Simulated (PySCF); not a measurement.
# AlH (SMILES [AlH]): r2SCAN/def2-TZVPPD

Aim: the energy change on altering one bond length of AlH at r2SCAN/def2-TZVPPD, from 2 runs. 

Program for the calculation: PySCF 2.14.0.

3 further runs of the same task are left out: 3 set aside as unsound or not needed.

### 1 The structure to begin with

AlH has 2 atoms, charge 0, and is taken as a singlet. SMILES: `[AlH]`. Geometry: relaxed at PBE0-D4/def2-TZVP.

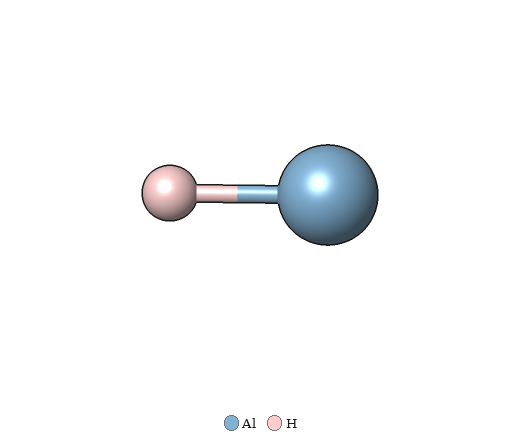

The structure, seen from a chosen angle (aluminium light blue, hydrogen pink).

### 2 The energy at r2SCAN/def2-TZVPPD

job.py reads:

```python
from pyscf import gto, dft

molecule = gto.M(
    atom='''
Al     0.000000     0.000000    -0.048453
H      0.000000     0.000000     3.097469
''',
    unit='bohr',
    max_memory=1860,
    basis='def2-tzvppd',
    charge=0,
    verbose=3,
    spin=0,
)

mf = dft.RKS(molecule)
mf.xc = 'r2scan'
mf.conv_tol = 1e-10
mf.grids.level = 5
mf.kernel()
if not mf.converged:
    mf = mf.newton().run(mf.mo_coeff, mf.mo_occ)

e_tot = mf.e_tot
print('Final energy', e_tot)
```

Started as:

```sh
$ OMP_NUM_THREADS=1 python job.py
```

What it wrote:

```text
converged SCF energy = -242.941788042489
Final energy -242.94178804248907
```

Run time: 4.2 s. Hardware: 1 thread of Arm Neoverse V2, shared host; peak memory 0.33 GiB.

### 3 The distorted shape at the same level

run.py reads:

```python
from pyscf import gto, dft

mol = gto.M(
    atom='Al -0.000000 0.000000 -0.857990; H 0.000000 -0.000000 1.639110',
    max_memory=1860,
    verbose=4,
    basis='def2-tzvppd',
)

myscf = dft.RKS(mol)
myscf.xc = 'r2scan'
myscf.grids.level = 5
myscf.conv_tol = 1e-10
myscf.kernel()
if not myscf.converged:
    myscf = myscf.newton().run(myscf.mo_coeff, myscf.mo_occ)

e_final = myscf.e_tot
print('Final energy', e_final)
```

Started as:

```sh
$ OMP_NUM_THREADS=1 python run.py
```

What it wrote:

```text
PySCF version 2.14.0

[INPUT] num. atoms = 2
[INPUT] num. electrons = 14
[INPUT] charge = 0
[INPUT] spin (= nelec alpha-beta = 2S) = 0
[INPUT] symmetry False subgroup None
[INPUT] Mole.unit = angstrom
[INPUT] Symbol           X                Y                Z      unit          X                Y                Z       unit  Magmom
[INPUT]  1 Al     0.000000000000   0.000000000000  -0.857990000000 AA    0.000000000000   0.000000000000  -1.621366117616 Bohr   0.0
[INPUT]  2 H      0.000000000000   0.000000000000   1.639110000000 AA    0.000000000000   0.000000000000   3.097468988036 Bohr   0.0

nuclear repulsion = 2.75491720073685
number of shells = 23
number of NR pGTOs = 88
number of NR cGTOs = 65
basis = def2-tzvppd
ecp = {}

[... 56 lines left out ...]
converged SCF energy = -242.89328401299
Final energy -242.89328401298974
```

Wall time 5.1 s (1 thread of Arm Neoverse V2, shared host); peak memory 0.33 GiB.

### 4 What came out

At r2SCAN/def2-TZVPPD:

| quantity | value |
| --- | --- |
| first shape: total energy | -242.94179 Eh |
| first shape: dipole moment | 0.07 D |
| first shape: HOMO energy | -5.08 eV |
| first shape: LUMO energy | -2.37 eV |
| first shape: HOMO–LUMO gap | 2.71 eV |
| distorted shape: total energy | -242.89328 Eh |
| distorted shape: dipole moment | 3.40 D |
| distorted shape: HOMO energy | -4.91 eV |
| distorted shape: LUMO energy | -2.87 eV |
| distorted shape: HOMO–LUMO gap | 2.04 eV |
| energy change with the Al1–H2 bond stretched from 1.665 to 2.497 Å | 1.320 eV |

One bond (distorted shape) is far stretched, which a spin-restricted single reference describes badly; a broken-symmetry solution may lie lower. With the Al1–H2 bond stretched from 1.665 to 2.497 Å the energy rises by 1.32 eV (127 kJ/mol). The first shape isn't relaxed at this level, so the change isn't measured from a minimum. A restricted reference can't describe the breaking bond well at this length.
